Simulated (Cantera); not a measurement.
Charge: 1 mol SiO2, 1.4 mol CH4, 0.11 mol H2, held at 400000 Pa.

Method: chemical equilibrium by Gibbs-energy minimisation in Cantera with the NASA 1993 tables (ideal gas, pure condensed phases). Candidate condensed phases: C, C6H6, C7H8, C8H18, H2O, Si, SiC, SiO2; 123 gas species. Mutual solubility and eutectic melting of coexisting phases are not modelled. The tables hold silica as quartz up to 1696 K and as liquid above; real silica turns to tridymite and cristobalite and melts near 1996 K. Gases not in the tables: Si2H6 and higher silanes. Rates play no part.

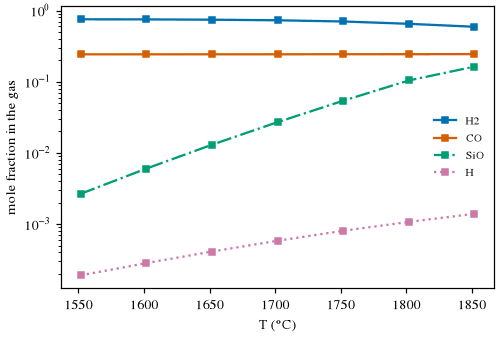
Equilibrium gas composition (values under 1e-9 drawn at 1e-9)

From 1552 °C to 1702 °C the condensed part is SiC(s) + SiO2(condensed). From 1752 °C to 1802 °C the condensed part is SiC(s) + SiO2(l). At 1852 °C the condensed part is SiC(s). The main Si-bearing gas is SiO throughout. The share of Si in condensed phases is highest at 1552 °C (99.0 %) and lowest at 1852 °C (20.0 %).
